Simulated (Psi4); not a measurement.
# CH4 (methane) at PBE0/def2-TZVPP

What is the energy change on altering one bond length of CH4 (methane) at PBE0/def2-TZVPP? 

Program for the calculation: Psi4 1.11.

2 further runs of the same task are left out: 2 set aside as unsound or not needed.

**1. The system as given**

CH4: 5 atoms, total charge 0, spin state singlet. As SMILES, `C`. Geometry: relaxed at PBE0-D4/def2-TZVP.

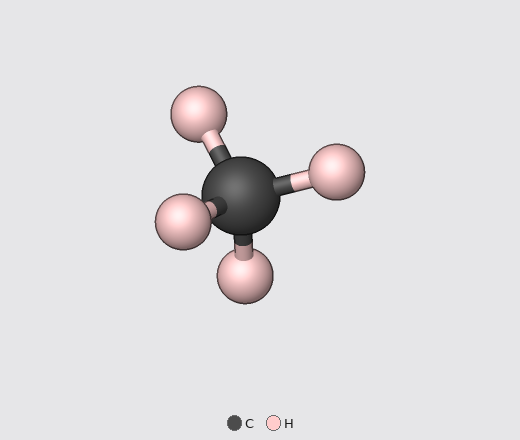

Viewed from a chosen angle; carbon dark grey, hydrogen pink.

**2. Energy and forces at PBE0/def2-TZVPP**

ch4.xyz

```xyz
5
CH4
C      0.000000     0.000000     0.000000
H      0.159000    -0.243200     1.050200
H     -1.006700     0.395200    -0.132900
H      0.119700    -0.899500    -0.603300
H      0.728100     0.747400    -0.313900
```

job.py

```python
import psi4

psi4.set_memory(1600000000)
psi4.set_num_threads(1)
psi4.core.set_output_file('output.dat', False)

with open('ch4.xyz') as f:
    atoms = ''.join(f.readlines()[2:])
molecule = psi4.geometry('0 1\n' + atoms + 'symmetry c1')

psi4.set_options({
    'puream': True,
    'e_convergence': 1e-09,
    'd_convergence': 1e-08,
    'scf_type': 'pk',
    'dft_radial_points': 99,
    'dft_spherical_points': 590,
})

e, wfn = psi4.gradient('pbe0/def2-TZVPP', return_wfn=True)
psi4.oeprop(wfn, 'MULLIKEN_CHARGES', 'QUADRUPOLE', 'DIPOLE', title='PBE0')
print('gradient / Eh bohr^-1')
print(e.np.round(6))
print(f'energy = {wfn.energy():.10f} Eh')
for k, v in sorted(psi4.core.scalar_variables().items()):
    print(f'{k:45s} {v:18.10f}')
```

Run with:

```console
python job.py
```

output.dat:

```text
[...]
  Running in c1 symmetry.
[...]
  Nuclear repulsion =   13.439764271567618
[...]
  Multiplicity = 1
[...]
  Nalpha       = 5
  Nbeta        = 5
[...]
    Number of basis functions: 87
[...]
   @RKS iter   1:   -40.26409654079422   -2.81365e-01   7.62999e-03 ADIIS/DIIS
[...]
   @RKS iter   7:   -40.47541440768507   -9.25837e-11   5.48695e-09 DIIS
[...]
    Orbital Energies [Eh]
    ---------------------
    Doubly Occupied:
       1A    -10.200907     2A     -0.714057     3A     -0.403556
       4A     -0.403536     5A     -0.403528
[...]
  @RKS Final Energy:   -40.47541440768507
   => Energetics <=
    Nuclear Repulsion Energy =             13.4397642715676184
    One-Electron Energy =                 -79.8638960943790721
    Two-Electron Energy =                  31.1503755804182560
    DFT Exchange-Correlation Energy =      -5.2016581652918630
    Empirical Dispersion Energy =           0.0000000000000000
    VV10 Nonlocal Energy =                  0.0000000000000000
    Total Energy =                        -40.4754144076850650
[...]
  -Total Gradient:
     Atom            X                  Y                   Z
    ------   -----------------  -----------------  -----------------
       1       -0.000009886635     0.000036525368    -0.000008487934
       2        0.000073476734    -0.000101875638     0.000465064394
       3       -0.000435413794     0.000165467006    -0.000052757394
       4        0.000056679503    -0.000411330604    -0.000277621381
       5        0.000315070910     0.000311213820    -0.000126173251
[...]
 Multipole Moments:
 ------------------------------------------------------------------------------------
     Multipole            Electronic (a.u.)      Nuclear  (a.u.)        Total (a.u.)
 ------------------------------------------------------------------------------------
 L = 1.  Multiply by 2.5417464519 to convert [e a0] to [Debye]
 Dipole X            :         -0.0000578            0.0000702            0.0000124
 Dipole Y            :          0.0000767           -0.0000702            0.0000065
 Dipole Z            :         -0.0000568            0.0000702            0.0000134
 Magnitude           :                                                    0.0000194
 L = 2.  Multiply by 1.3450342976 to convert [e a0^2] to [Debye ang]
 Quadrupole XX       :        -11.8996244            5.6536512           -6.2459732
 Quadrupole XY       :          0.0000274           -0.0000173            0.0000101
[...]
  Mulliken Charges: (a.u.)
   Center  Symbol    Alpha    Beta     Spin     Total
       1     C     3.19165  3.19165  0.00000 -0.38330
       2     H     0.45209  0.45209  0.00000  0.09582
       3     H     0.45209  0.45209  0.00000  0.09583
       4     H     0.45209  0.45209  0.00000  0.09582
       5     H     0.45209  0.45209  0.00000  0.09583
   Total alpha =  5.00000, Total beta =  5.00000, Total charge =  0.00000
```

Standard output:

```text
gradient / Eh bohr^-1
[[-1.00e-05  3.70e-05 -8.00e-06]
 [ 7.30e-05 -1.02e-04  4.65e-04]
 [-4.35e-04  1.65e-04 -5.30e-05]
 [ 5.70e-05 -4.11e-04 -2.78e-04]
 [ 3.15e-04  3.11e-04 -1.26e-04]]
energy = -40.4754144077 Eh
CURRENT ENERGY                                    -40.4754144077
CURRENT REFERENCE ENERGY                          -40.4754144077
DD SOLVATION ENERGY                                 0.0000000000
DFT FUNCTIONAL TOTAL ENERGY                       -40.4754144077
DFT TOTAL ENERGY                                  -40.4754144077
DFT VV10 ENERGY                                     0.0000000000
DFT XC ENERGY                                      -5.2016581653
GRID ELECTRONS ALPHA                                4.9999999732
GRID ELECTRONS BETA                                 4.9999999732
GRID ELECTRONS TOTAL                                9.9999999464
NUCLEAR REPULSION ENERGY                           13.4397642716
ONE-ELECTRON ENERGY                               -79.8638960944
PCM POLARIZATION ENERGY                             0.0000000000
PE ENERGY                                           0.0000000000
SCF ITERATION ENERGY                              -40.4754144077
SCF ITERATIONS                                      7.0000000000
SCF TOTAL ENERGY                                  -40.4754144077
TWO-ELECTRON ENERGY                                31.1503755804
XC GRID RADIAL POINTS                              99.0000000000
XC GRID SPHERICAL POINTS                          590.0000000000
XC GRID TOTAL POINTS                           281399.0000000000
```

Wall time 8.4 s (1 thread of Intel Xeon 6975P-C (Granite Rapids), shared host); peak memory 1 GiB.

**3. The distorted shape at the same level**

ch4.py

```python
import psi4

psi4.set_memory('1600 MB')
psi4.set_num_threads(1)
psi4.set_output_file('run.log', False)

geom = psi4.geometry("""
0 1
C
H 1 1.089655
H 1 1.089629 2 109.47002
H 1 1.6345 3 109.47246 2 120.00027
H 1 1.089619 3 109.4778 2 -119.99628
units angstrom
symmetry c1
""")

options = {'basis': 'def2-TZVPP', 'reference': 'rks', 'puream': True, 'e_convergence': 1e-09, 'd_convergence': 1e-08, 'scf_type': 'pk', 'dft_radial_points': 99, 'dft_spherical_points': 590}
psi4.set_options(options)

result, w = psi4.gradient('pbe0', return_wfn=True)
psi4.oeprop(w, 'DIPOLE', 'MAYER_INDICES', 'QUADRUPOLE', title='PBE0')
print('gradient / Eh bohr^-1')
print(result.np.round(6))
print(f'energy = {w.energy():.10f} Eh')
for k, v in sorted(psi4.core.scalar_variables().items()):
    print(f'{k:45s} {v:18.10f}')
```

Run with:

```console
python ch4.py
```

run.log:

```text
[...]
  Running in c1 symmetry.
[...]
  Nuclear repulsion =   12.283063572881067
[...]
  Multiplicity = 1
[...]
  Nalpha       = 5
  Nbeta        = 5
[...]
    Number of basis functions: 87
[...]
   @RKS iter   1:   -40.14584695374175   -3.02340e-01   7.77618e-03 DIIS/ADIIS
[...]
   @RKS iter   9:   -40.39766467415840   -1.80407e-11   1.04140e-09 DIIS
[...]
    Orbital Energies [Eh]
    ---------------------
    Doubly Occupied:
       1A    -10.248457     2A     -0.701000     3A     -0.413969
       4A     -0.413941     5A     -0.331955
[...]
  @RKS Final Energy:   -40.39766467415840
   => Energetics <=
    Nuclear Repulsion Energy =             12.2830635728810673
    One-Electron Energy =                 -77.4986016828923425
    Two-Electron Energy =                  29.9170189378574172
    DFT Exchange-Correlation Energy =      -5.0991455020045384
    Empirical Dispersion Energy =           0.0000000000000000
    VV10 Nonlocal Energy =                  0.0000000000000000
    Total Energy =                        -40.3976646741583991
[...]
  -Total Gradient:
     Atom            X                  Y                   Z
    ------   -----------------  -----------------  -----------------
       1        0.055002938087     0.031758320939     0.022424317682
       2        0.007848006958     0.004525963666     0.002102253311
       3        0.007838207335     0.003480927428     0.003577554301
       4       -0.077616432999    -0.044814562457    -0.031688166166
       5        0.006927261171     0.005049283959     0.003583983335
[...]
 Multipole Moments:
 ------------------------------------------------------------------------------------
     Multipole            Electronic (a.u.)      Nuclear  (a.u.)        Total (a.u.)
 ------------------------------------------------------------------------------------
 L = 1.  Multiply by 2.5417464519 to convert [e a0] to [Debye]
 Dipole X            :          0.4785382           -0.3121870            0.1663511
 Dipole Y            :          0.2763309           -0.1803022            0.0960286
 Dipole Z            :          0.1952705           -0.1273467            0.0679238
 Magnitude           :                                                    0.2037347
 L = 2.  Multiply by 1.3450342976 to convert [e a0^2] to [Debye ang]
 Quadrupole XX       :        -15.6104523            9.1257436           -6.4847087
 Quadrupole XY       :         -1.9646288            2.0048297            0.0402009
[...]
```

Standard output:

```text
gradient / Eh bohr^-1
[[ 0.055003  0.031758  0.022424]
 [ 0.007848  0.004526  0.002102]
 [ 0.007838  0.003481  0.003578]
 [-0.077616 -0.044815 -0.031688]
 [ 0.006927  0.005049  0.003584]]
energy = -40.3976646742 Eh
CURRENT ENERGY                                    -40.3976646742
CURRENT REFERENCE ENERGY                          -40.3976646742
DD SOLVATION ENERGY                                 0.0000000000
DFT FUNCTIONAL TOTAL ENERGY                       -40.3976646742
DFT TOTAL ENERGY                                  -40.3976646742
DFT VV10 ENERGY                                     0.0000000000
DFT XC ENERGY                                      -5.0991455020
GRID ELECTRONS ALPHA                                5.0000000492
GRID ELECTRONS BETA                                 5.0000000492
GRID ELECTRONS TOTAL                               10.0000000985
NUCLEAR REPULSION ENERGY                           12.2830635729
ONE-ELECTRON ENERGY                               -77.4986016829
PCM POLARIZATION ENERGY                             0.0000000000
PE ENERGY                                           0.0000000000
SCF ITERATION ENERGY                              -40.3976646742
SCF ITERATIONS                                      9.0000000000
SCF TOTAL ENERGY                                  -40.3976646742
TWO-ELECTRON ENERGY                                29.9170189379
XC GRID RADIAL POINTS                              99.0000000000
XC GRID SPHERICAL POINTS                          590.0000000000
XC GRID TOTAL POINTS                           281851.0000000000
```

Run time: 9.6 s. Hardware: 1 thread of Intel Xeon 6975P-C (Granite Rapids), shared host; peak memory 1 GiB.

**4. Results**

Level: PBE0/def2-TZVPP.

```
                                                         quantity         value
                                        first shape: total energy  -40.47541 Eh
                                       first shape: dipole moment        0.00 D
                                         first shape: HOMO energy     -10.98 eV
                                         first shape: LUMO energy       1.70 eV
                                       first shape: HOMO–LUMO gap      12.68 eV
                            first shape: largest force on an atom    0.026 eV/Å
                                    distorted shape: total energy  -40.39766 Eh
                                   distorted shape: dipole moment        0.52 D
                                     distorted shape: HOMO energy      -9.03 eV
                                     distorted shape: LUMO energy      -0.19 eV
                                   distorted shape: HOMO–LUMO gap       8.84 eV
                        distorted shape: largest force on an atom    4.888 eV/Å
energy change with the C1–H4 bond stretched from 1.090 to 1.634 Å      2.116 eV
```

What this shows: With the C1–H4 bond stretched from 1.090 to 1.634 Å the energy rises by 2.12 eV (49 kcal/mol).
